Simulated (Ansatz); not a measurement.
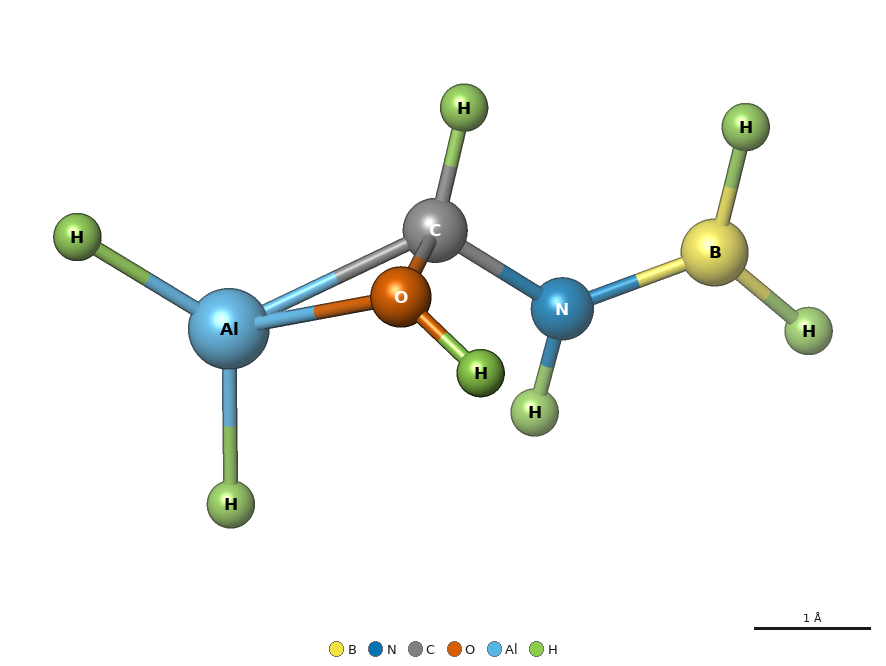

Atoms fade into the background with distance from the viewer. Computed geometry: PBE-D4/def2-SVP optimisation. No frequency run is at hand to confirm it as a minimum. Masses are those of the most abundant isotopes; constants are for the rigid equilibrium geometry.

### Classify the rotor and give the rotational constants (cm⁻¹).

An asymmetric top (C1): A = 0.344, B = 0.0731, C = 0.0666 cm⁻¹. Ray's parameter κ is −0.95, close to the prolate limit.
